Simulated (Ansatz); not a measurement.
## AlNi (Pm-3m): modes against biaxial strain in the (001) plane

Aim: how do the optical modes of AlNi (Pm-3m) shift and split under this strain?

Main program and level: Ansatz 0.2.0; DFT LDA, scalar-relativistic, plane waves, PAW; PAW set soft_1.

The database entry behind the starting cell differs from later determinations by our own check (about 0.2 % short), so it need not match the best structure at ambient conditions.

## 1. The starting structure

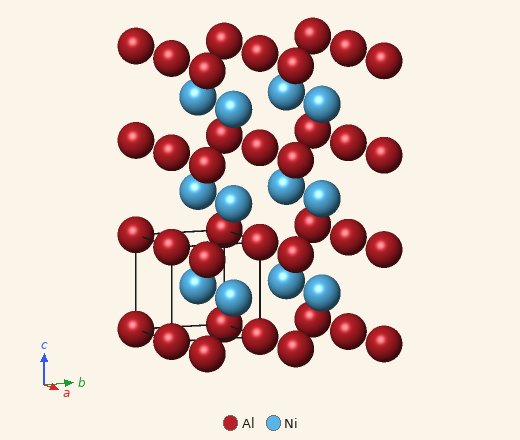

The cell as given, slightly off an axis (aluminium red, nickel blue). 2×2×3 cells are drawn. Some periodic images of atoms are drawn too.

## 2. A rough relaxation first

The start is far from rest, so a relaxation with loose tolerances brings it close first.

Input file input.yaml:

```yaml
crystal:
  lattice:
    - [2.881, 0.0, 0.0]
    - [0.0, 2.881, 0.0]
    - [0.0, 0.0, 2.881]
  atoms:
    - { symbol: Al, position: [0.0, 0.0, 0.0] }
    - { symbol: Ni, position: [0.5, 0.5, 0.5] }
kpoints:
  mp_grid: { grid: [8, 8, 8] }
hamiltonian:
  xc: lda
  pseudopotentials: { kind: paw, azcp: { folder: soft_1 }, xc_functional: pbe }
scf:
  occupations: { method: gaussian, width: 0.1 }
output:
  forces: true
  stress: true
  eigenvalues: true
relax:
  adjacent_minimum: "off"
  f_tol: 0.05
  max_steps: 80
  cell: { stress_tol: 0.5 }
```

Run with:

```console
$ ansatz run input.yaml --threads 4 --pin off --max-ram 10240MiB --backend cpu --events-out ev --progress --plain --runs-dir out
```

Numbers of over 12 decimals in the logs are rounded to 6 here.

The program printed:

```text
The last accepted step is kept in <dir> (removed where the run ends without a failure and the disk answers)
Engine: ansatz 0.2.0, aarch64-unknown-linux-gnu
Pseudopotentials: kind: paw
Pseudopotential: Al, paw, valence charge 3, recommended cutoff 420 eV (normal), soft_1/Al.paw.azcp
Pseudopotential: Ni, paw, valence charge 18, recommended cutoff 420 eV (normal), soft_1/Ni.paw.azcp
Functional definition: SPW92
[...]
--- Relaxed structure (3 steps of the walk, 3 accepted, 1 SCFs on fresh bases) ---
  F+E_penalty+E_count = -6287.66991959 eV   max|allowed force component| = 3.057e-30 eV/Å   (the final SCF, on the basis selected at the relaxed cell)
  cell:  # Å, volume = 22.7002 Å³
    - [2.831458, 0, 0]
    - [0, 2.831458, 0.0]
    - [0, 0.0, 2.831458]
  atoms:
    - { symbol: Al, position: [0, 0, 0] }
    - { symbol: Ni, position: [0.5, 0.5, 0.5] }
[key lines of the parts left out:]
SCF converged after 8 iterations
Free energy (F): -6287.669920 eV
Fermi energy:    14.366735 eV
P = ⅓ Tr σ = 0.2934 GPa (2.934 kbar)
```

The job ended after 1.1 s (4 threads of Arm Neoverse V2, shared host; peak memory 0.28 GiB).

This run has no spin polarisation, although Ni can carry a moment.

The steps of the relaxation:

```
step  energy less that of the first step (eV)  largest force component (eV/Å)  pressure (GPa)  volume (Å³)
   1                                   0.0000                          0.0000           -8.41        23.91
   2                                  -0.0276                          0.0000           -3.44        23.18
   3                                  -0.0325                          0.0000            0.32        22.70
  4*                                  -0.0323                          0.0000            0.29        22.70
```

Relaxation steps marked * repeat the geometry before them on a plane-wave basis chosen anew for their cell, so energy and pressure can jump there.

Forces are held to the 48 operations that the run works with; a distortion that breaks them can't arise in this run.

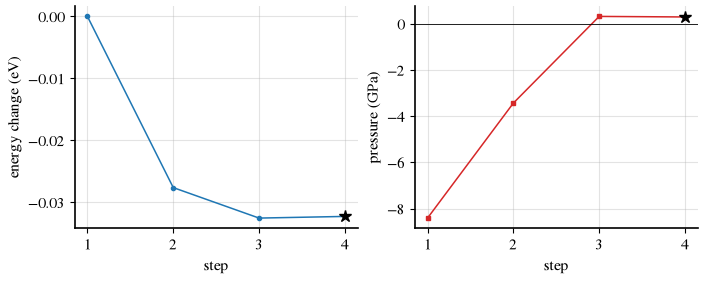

Energy and pressure along the relaxation. Stars mark steps on a basis chosen anew.

```
conventional cell, symmetrised  before  after  change
                         a (Å)   2.881  2.831  -1.7 %
                         b (Å)   2.881  2.831  -1.7 %
                         c (Å)   2.881  2.831  -1.7 %
              volume (Å³/atom)   11.96  11.35  -5.1 %
```

Final coordinates:

```
Al Ni
1.0
     2.83146    0.00000    0.00000
     0.00000    2.83146    0.00000
     0.00000    0.00000    2.83146
Al Ni
1 1
Cartesian
  0.0000 0.0000 0.0000
  1.4157 1.4157 1.4157
```

Numbers from this step:

```
pressure          : 0.2934 GPa
volume per atom   : 11.35 Å³
gap on the k-mesh : 0 eV
```

In this step the volume went from 11.96 to 11.35 Å³/atom.

## 3. Bringing the structure to rest

Harmonic phonons are second derivatives at a point where the forces vanish, and they are wanted at zero stress, so atoms and cell are relaxed first.

input.yaml, the sections that differ from step 2:

```yaml
crystal:
  lattice:
    - [2.8314583044, 0.0, 0.0]
    - [0.0, 2.8314583044, 0.0]
    - [0.0, 0.0, 2.8314583044]
  atoms:
    - { symbol: Al, position: [0.0, 0.0, 0.0] }
    - { symbol: Ni, position: [0.5, 0.5, 0.5] }
kpoints:
  mp_grid: { grid: [14, 14, 14] }
output:
  forces: true
  stress: true
  eigenvalues: true
  write_density: true
  write_potential: true
  elf: true
  volumetric_format: npy
relax:
  adjacent_minimum: "off"
  f_tol: 0.005
  max_steps: 80
  cell: { stress_tol: 0.05 }
# hamiltonian, scf: as in step 2
```

The program printed:

```text
[...]
Crystal: 2 atoms, lattice volume = 22.700 Å³
Basis set: ecut = 420 eV, 461 PW (Γ)
Bands: 15, of which v1, the nominal top of the filled ones, is band 11 counted from 1 (10 counted from 0)
Symmetry: 48 space group operations
[...]
k-points: 120 of 2744
[...]
SCF iter   1: F=—  HF=-6288.056475 eV  |F-HF|=—  |Δ(HF+E_count)|=         —  Δρ=7.26e-2  dr2=1.29e0  ethr=3.10e-3  ⟨swp⟩=4.1  Hψ=8015  notcnv=0
[...]
SCF iter   8: F=-6287.674480 eV  HF=-6287.674480 eV  |F-HF|=2.97e-9  |Δ(HF+E_count)|=   9.21e-8  Δρ=4.40e-6  dr2=2.55e-9  ethr=4.76e-10  ⟨swp⟩=9.4  Hψ=11917  notcnv=0
SCF 1 converged in 8 iterations: F = -6287.674480 eV  dr2 = 2.55e-9
[...]
relax step   1: F+E_penalty+E_count = -6287.67448041 eV  Δ(F+E_penalty+E_count) = +0.000e0 eV  max|allowed force component| = 9.032e-29 eV/Å  Δτ_max = 0.0000 Å  P = +0.159 GPa  Ω = 22.700 Å³  (8 SCF iters, dr2 threshold 1.00e-7 eV, accepted)
Crystal: 2 atoms, lattice volume = 22.711 Å³
[...]
SCF iter   6: F=-6287.674485 eV  HF=-6287.674485 eV  |F-HF|=9.09e-13  |Δ(HF+E_count)|=  2.73e-12  Δρ=1.52e-9  dr2=2.09e-16  ethr=1.00e-12  ⟨swp⟩=3.3  Hψ=6657  notcnv=0
SCF 2 converged in 6 iterations: F = -6287.674485 eV  dr2 = 2.09e-16
relax step   2: F+E_penalty+E_count = -6287.67448476 eV  Δ(F+E_penalty+E_count) = -4.353e-6 eV  max|allowed force component| = 8.835e-29 eV/Å  Δτ_max = 0.0000 Å  P = +0.070 GPa  Ω = 22.711 Å³  energy of the carried Pulay correction = -3.378e-6 eV  (6 SCF iters, accepted)
Crystal: 2 atoms, lattice volume = 22.720 Å³
[...]
SCF iter   6: F=-6287.674484 eV  HF=-6287.674484 eV  |F-HF|=1.82e-12  |Δ(HF+E_count)|=  1.82e-12  Δρ=1.11e-9  dr2=1.01e-16  ethr=1.00e-12  ⟨swp⟩=3.1  Hψ=6605  notcnv=0
SCF 3 converged in 6 iterations: F = -6287.674484 eV  dr2 = 1.01e-16
relax step   3: F+E_penalty+E_count = -6287.67448397 eV  Δ(F+E_penalty+E_count) = +7.874e-7 eV  max|allowed force component| = 5.193e-30 eV/Å  Δτ_max = 0.0000 Å  P = +0.000 GPa  Ω = 22.720 Å³  energy of the carried Pulay correction = -6.023e-6 eV  (6 SCF iters, accepted)
[...]
SCF iter   8: F=-6287.674491 eV  HF=-6287.674491 eV  |F-HF|=0.00e0  |Δ(HF+E_count)|=  9.09e-13  Δρ=4.94e-11  dr2=2.39e-19  ethr=1.00e-12  ⟨swp⟩=1.4  Hψ=4174  notcnv=0
SCF 4 converged in 8 iterations: F = -6287.674491 eV  dr2 = 2.39e-19
relax step   4: F+E_penalty+E_count = -6287.67449129 eV  Δ(F+E_penalty+E_count) = -7.318e-6 eV  max|allowed force component| = 5.358e-30 eV/Å  Δτ_max = 0.0000 Å  P = +0.001 GPa  Ω = 22.720 Å³  stress off target by 9.52e-4 GPa  SCF on the basis re-selected at this cell (its energy is not comparable with the rows above)  (8 SCF iters)
basis re-selected at this cell: Δ(F+E_penalty+E_count) = -7.318e-6 eV, ΔP = +0.001 GPa vs the last step (what re-selecting the basis moved, of the pressure what is left beyond the Pulay correction that the steps carried, after the strain that the cell walked since its last selection, with what the two solves' SCF thresholds leave and, on support functions, any second-order correction that the steps lacked; it is no m [...]
SCF converged after 8 iterations
Free energy (F): -6287.674491 eV
[...]
Internal energy: -6287.669568 eV  (E = F + TS)
E sigma→0 (E₀):  -6287.672030 eV
Entropy (-TS):   -0.004924 eV (-2.462 meV/atom)
Fermi energy:    14.396770 eV
[...]
--- Stress (GPa, compression-positive) ---
        0.000952      -0.000000      -0.000000
       -0.000000       0.000952       0.000000
       -0.000000       0.000000       0.000952
  P = ⅓ Tr σ = 0.0010 GPa (0.010 kbar)
--- Band table (eV; the first three rows and the last of 120) ---
  k-point 0: bands = [... 7 lower, 12.7606, 12.7606, 12.7606, 20.0908, 20.0908, 20.0908, 22.7674, 22.7674]
  k-point 1: bands = [... 7 lower, 12.7165, 12.7165, 12.7654, 19.0984, 20.2191, 20.2191, 22.7684, 23.6672]
  k-point 2: bands = [... 7 lower, 12.5975, 12.5975, 12.7790, 17.4700, 20.5911, 20.5911, 22.7711, 24.9776]
  k-point 119: bands = [... 7 lower, 13.3652, 13.3652, 16.3681, 16.3681, 16.3681, 18.4721, 19.1532, 19.1532]
--- Relaxed structure (3 steps of the walk, 3 accepted, 1 SCFs on fresh bases) ---
[...]
cell:  # Å, volume = 22.7195 Å³
    - [2.832260, 0, 0.0]
    - [0, 2.832260, 0]
    - [0.0, 0, 2.832260]
  atoms:
    - { symbol: Al, position: [0, 0, 0] }
    - { symbol: Ni, position: [0.5, 0.5, 0.5] }
```

It took 2.4 s on 4 threads; peak memory 0.34 GiB.

Little changed from the start: no atom moved by 0.005 Å and no cell edge by 0.1 %.

Numbers from this step:

```yaml
pressure: 9.52e-4 GPa
volume_per_atom: 11.36 Å³
```

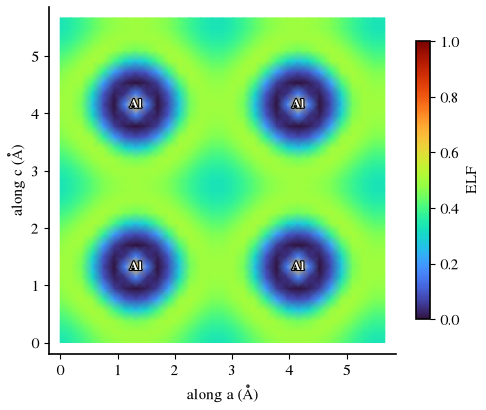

ELF in the ac plane at fractional y = 0.000, with atoms of Al within 0.2 Å of it. It is the smooth field of the valence electrons, not physical close to the nuclei. The map starts off the cell's origin, so that atoms lie inside it.

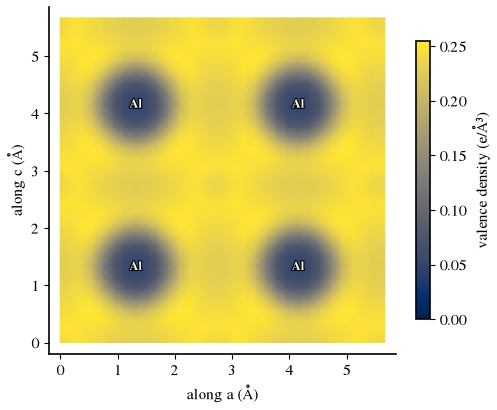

Valence density in the ac plane at fractional y = 0.000, with atoms of Al within 0.2 Å of it. It is the smooth field of the valence electrons, not physical close to the nuclei. The map starts off the cell's origin, so that atoms lie inside it.

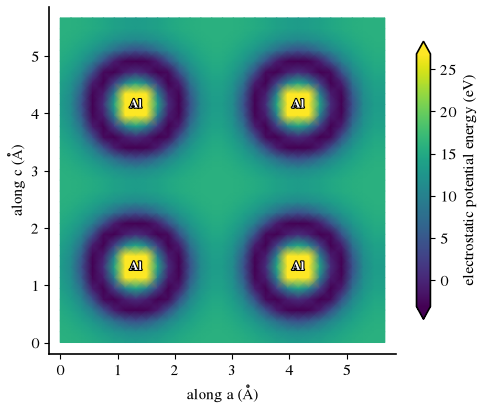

Electrostatic potential energy in the ac plane at fractional y = 0.000, with atoms of Al within 0.2 Å of it. With pseudopotentials it is smooth inside the atoms' cores, unlike the true potential. The map starts off the cell's origin, so that atoms lie inside it.

In this step the volume went from 11.35 to 11.36 Å³/atom.

## 4. Tight relaxation

Phonons need small forces and stress, so the relaxation is finished with tight tolerances on 16×16×16 k points.

Input file input.yaml:

```yaml
crystal:
  lattice:
    - [2.8322599917, 0.0, 0.0]
    - [0.0, 2.8322599917, 0.0]
    - [0.0, 0.0, 2.8322599917]
  atoms:
    - { symbol: Al, position: [0.0, 0.0, 0.0] }
    - { symbol: Ni, position: [0.5, 0.5, 0.5] }
kpoints:
  mp_grid: { grid: [16, 16, 16] }
hamiltonian:
  xc: lda
  pseudopotentials: { kind: paw, azcp: { folder: soft_1 }, xc_functional: pbe }
scf:
  occupations: { method: methfessel_paxton, width: 0.2 }
output:
  forces: true
  stress: true
  eigenvalues: true
relax:
  adjacent_minimum: "off"
  f_tol: 0.001
  max_steps: 60
  cell: { stress_tol: 0.01 }
```

The program printed:

```text
[...]
Crystal: 2 atoms, lattice volume = 22.720 Å³
Basis set: ecut = 420 eV, 461 PW (Γ)
Bands: 15, of which v1, the nominal top of the filled ones, is band 11 counted from 1 (10 counted from 0)
Symmetry: 48 space group operations
[...]
k-points: 165 of 4096
[...]
k-point 164: bands = [... 7 lower, 13.3755, 13.3755, 16.3746, 16.3746, 16.3746, 18.4806, 19.1625, 19.1625]
--- Relaxed structure (3 steps of the walk, 3 accepted, 1 SCFs on fresh bases) ---
[...]
cell:  # Å, volume = 22.7113 Å³
    - [2.831917, 0, 0]
    - [0, 2.831917, 0]
    - [0, 0, 2.831917]
  atoms:
    - { symbol: Al, position: [0, 0, 0] }
    - { symbol: Ni, position: [0.5, 0.5, 0.5] }
[key lines of the parts left out:]
SCF converged after 3 iterations
Free energy (F): -6287.674530 eV
Fermi energy:    14.428828 eV
P = ⅓ Tr σ = 0.0011 GPa (0.011 kbar)
```

Run time: 2.7 s. Hardware: 4 threads; peak memory 0.35 GiB.

Little changed from the start: no atom moved by 0.005 Å and no cell edge by 0.1 %.

This step gave:

- pressure: 0.001143 GPa

The forces vanish by symmetry and the pressure is 0.001 GPa, within the tolerances set. The cell now holds 11.36 Å³/atom.

## 5. Zone-centre response at rest

Phonons follow from the second derivative of the energy, found here by linear response.

The modes at rest are the reference of the series.

input.yaml, the sections that differ from step 4:

```yaml
crystal:
  lattice:
    - [2.8319166209, 0.0, 0.0]
    - [0.0, 2.8319166209, 0.0]
    - [0.0, 0.0, 2.8319166209]
  atoms:
    - { symbol: Al, position: [0.0, 0.0, 0.0] }
    - { symbol: Ni, position: [0.5, 0.5, 0.5] }
output:
  eigenvalues: true
phonons:
  method: dfpt
# kpoints, hamiltonian, scf: as in step 4
# relax: removed
```

The program printed:

```text
[...]
Crystal: 2 atoms, lattice volume = 22.711 Å³
Basis set: ecut = 420 eV, 461 PW (Γ), exchange–correlation on 40×40×40 points (8 copies of the dense FFT grid, shifted against one another)
Bands: 15, of which v1, the nominal top of the filled ones, is band 11 counted from 1 (10 counted from 0)
Symmetry: 48 space group operations
k-points: 405 of 4096 (irreducible under 8 space group operations, time reversal used)
[...]
SCF iter   1: F=—  HF=-6288.058628 eV  |F-HF|=—  |Δ(HF+E_count)|=         —  Δρ=7.31e-2  dr2=1.30e0  ethr=3.10e-3  ⟨swp⟩=4.0  Hψ=27016  notcnv=0
[...]
SCF iter   9: F=-6287.674529 eV  HF=-6287.674529 eV  |F-HF|=7.28e-12  |Δ(HF+E_count)|=  3.36e-10  S|Δr|=    0.00e0  Δρ=1.92e-7  dr2=4.77e-12  ethr=1.00e-12  ⟨swp⟩=5.3  Hψ=31082  notcnv=0
SCF 1 converged in 9 iterations: F = -6287.674529 eV  dr2 = 4.77e-12
[...]
DFPT response loops at Γ: preconditioner auto → Kerker (q_TF=auto, 2.693 Å⁻¹) (partly filled bands, converged f_vac=0.000); β = 1.00, the filter's whole step (`scf.mixing.beta` (0.50) is not read by the response loops under this deck's `scf.mixing.preconditioner`; to damp them name `kerker` or `kerker_dos`, under which they read `scf.mixing.beta`, and type it under 1.00, their step now; both keys bind the ground state too); Broyden in place of MSR1
SCF converged after 9 iterations
[...]
Free energy (F): -6287.674529 eV
[...]
Internal energy: -6287.675536 eV  (E = F + TS)
E sigma→0 (E₀):  -6287.674781 eV
Entropy (-TS):   0.001007 eV (0.503 meV/atom)
Fermi energy:    14.428827 eV
[...]
--- Band table (eV; the first three rows and the last of 405) ---
  k-point 0: bands = [... 7 lower, 12.7700, 12.7700, 12.7700, 20.0987, 20.0987, 20.0987, 22.7756, 22.7756]
  k-point 1: bands = [... 7 lower, 12.7360, 12.7360, 12.7738, 19.2954, 20.1971, 20.1971, 22.7762, 23.5090]
  k-point 2: bands = [... 7 lower, 12.6419, 12.6419, 12.7844, 17.8878, 20.4847, 20.4847, 22.7782, 24.6781]
  k-point 404: bands = [... 7 lower, 13.3755, 13.3755, 16.3746, 16.3746, 16.3746, 18.4806, 19.1625, 19.1625]
--- Phonons (Γ-DFPT): 2 representative perturbations + reference, on 405 of 4096 k-points (Σ response iterations 7) ---
  k mesh reduced under 8 symmetry operations, with k and −k counted as one. Each operation leaves every solved perturbation unchanged. A smaller set is not used because it would not reduce the number of displacements times k-points to solve
  ASR residual: 1.141e-4 → 0.000e0 eV/Å²; symmetrization residual: 1.215e-6 eV/Å²
  ASR residual per site (eV/Å²): 4.70e-6 1.14e-4
  Γ frequencies (cm⁻¹): 0.00 0.00 0.00 307.26 307.26 307.26
  non-analytic LO–TO correction: not included (Born effective charges unavailable; polar crystals: no LO–TO splitting at Γ)
```

Elapsed: 7.7 s, on 4 threads; peak memory 0.66 GiB.

The column dr2 measures how far the density is from self-consistency, as an energy; F and HF (Harris–Foulkes) agree once it is small.

Numbers from this step:

```yaml
sum_rule_residual_before_enforcement: 1.14e-4 eV/Å²
point_group: m-3m
highest_optical_mode_at_the_zone_centre_no_lo_to_term: 307.3 cm⁻¹
lowest_optical_zone_centre_mode: 307.3 cm⁻¹
```

Patterns of degenerate modes are one choice out of their space. Modes at Γ, with each element's share of the kinetic energy:

```
mode  frequency (cm⁻¹)  symmetry  Al %  Ni %
   1               0.0  acoustic    31    69
   2               0.0  acoustic    31    69
   3               0.0  acoustic    31    69
   4             307.3       T1u    69    31
   5             307.3       T1u    69    31
   6             307.3       T1u    69    31
```

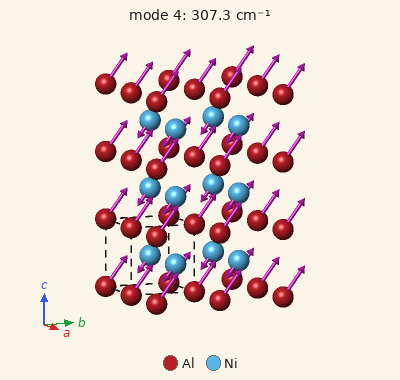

Displacement patterns of mode 4 at Γ; arrows are exaggerated. 2×2×3 cells are drawn. Some periodic images of atoms are drawn too.

Before it was imposed, the acoustic sum rule was missed by 1.1e-4 eV/Å². Small misses are needed for a sound result but don't prove that mesh and cutoff are converged. The lowest optical mode is real, 307 cm⁻¹.

## 6. A member of the series: biaxial strain of +4 % in the (001) plane

The cell takes a biaxial strain of +4 % in the (001) plane. The strained lengths are held, while the rest of the cell and the atoms relax.

input.yaml, the sections that differ from step 5:

```yaml
crystal:
  lattice:
    - [2.9451932857, 0.0, 0.0]
    - [0.0, 2.9451932857, 0.0]
    - [0.0, 0.0, 2.7361980264]
  atoms:
    - { symbol: Al, position: [0.0, 0.0, 0.0] }
    - { symbol: Ni, position: [0.5, 0.5, 0.5] }
output:
  forces: true
  stress: true
  eigenvalues: true
relax:
  adjacent_minimum: "off"
  f_tol: 0.001
  max_steps: 60
  cell: { stress_tol: 0.01, fix: [a, b, gamma] }
# kpoints, hamiltonian, scf: as in step 5
# phonons: removed
```

The program printed:

```text
[...]
Crystal: 2 atoms, lattice volume = 23.734 Å³
Basis set: ecut = 420 eV, 461 PW (Γ)
Bands: 15, of which v1, the nominal top of the filled ones, is band 11 counted from 1 (10 counted from 0)
Symmetry: 16 space group operations
[...]
k-points: 405 of 4096
[...]
k-point 404: bands = [... 7 lower, 12.7203, 12.9011, 15.7891, 15.7891, 15.9367, 17.6024, 17.7989, 18.7072]
--- Relaxed structure (5 steps of the walk, 5 accepted, 2 SCFs on fresh bases) ---
[...]
cell:  # Å, volume = 23.5075 Å³
    - [2.9451932857, 0.0, 0.0]
    - [0.0, 2.9451932857, 0.0]
    - [0.0, 0.0, 2.710062]
  atoms:
    - { symbol: Al, position: [0, 0, 0.0] }
    - { symbol: Ni, position: [0.5, 0.5, 0.5] }
[key lines of the parts left out:]
SCF converged after 4 iterations
Free energy (F): -6287.627394 eV
Fermi energy:    13.835487 eV
P = ⅓ Tr σ = -5.4446 GPa (-54.446 kbar)
```

Wall time 11 s (4 threads); peak memory 0.43 GiB; 39 s of CPU time.

Relaxation path:

```
step  energy less that of the first step (eV)  largest force component (eV/Å)  pressure (GPa)  volume (Å³)
   1                                   0.0000                          0.0000           -7.06        23.73
   2                                  -0.0015                          0.0000           -6.14        23.60
   3                                  -0.0019                          0.0000           -5.41        23.50
   4                                  -0.0019                          0.0000           -5.45        23.51
  5*                                  -0.0019                          0.0000           -5.45        23.51
   6                                  -0.0019                          0.0000           -5.44        23.51
  7*                                  -0.0019                          0.0000           -5.44        23.51
```

Relaxation steps marked * repeat the geometry before them on a plane-wave basis chosen anew for their cell, so energy and pressure can jump there.

The run keeps the 16 symmetry operations that it works with, so distortions that break them were not tested.

```
conventional cell, symmetrised  before  after  change
                         a (Å)   2.945  2.945  -0.0 %
                         b (Å)   2.945  2.945  -0.0 %
                         c (Å)   2.736  2.710  -1.0 %
              volume (Å³/atom)   11.87  11.75  -1.0 %
```

The relaxed structure:

```cif
data_structure
_symmetry_space_group_name_H-M 'P 1'
_symmetry_Int_Tables_number 1
_cell_length_a 2.9452
_cell_length_b 2.9452
_cell_length_c 2.7101
_cell_angle_alpha 90.000
_cell_angle_beta 90.000
_cell_angle_gamma 90.000
_cell_volume 23.51
loop_
_atom_site_label
_atom_site_type_symbol
_atom_site_fract_x
_atom_site_fract_y
_atom_site_fract_z
_atom_site_occupancy
Al1 Al 0.00000 0.00000 0.00000 1
Ni2 Ni 0.50000 0.50000 0.50000 1
```

Numbers from this step:

| Property | Result |
| --- | --- |
| pressure | -5.445 GPa |
| volume per atom | 11.75 Å³ |

The forces vanish by symmetry.

The cell shrank by 1.0 % in volume.

(Continued in part 2 of 2.)

[Logs are printed without paths, hosts, clocks, repeated set-up lines and the standing remarks that a program may print on its own settings, such as how far it seeks lower states.]

[Hosts, paths, dates, database ids (printed as entryN), source tags and the programs' standing remarks are cut or masked in the printed files.]
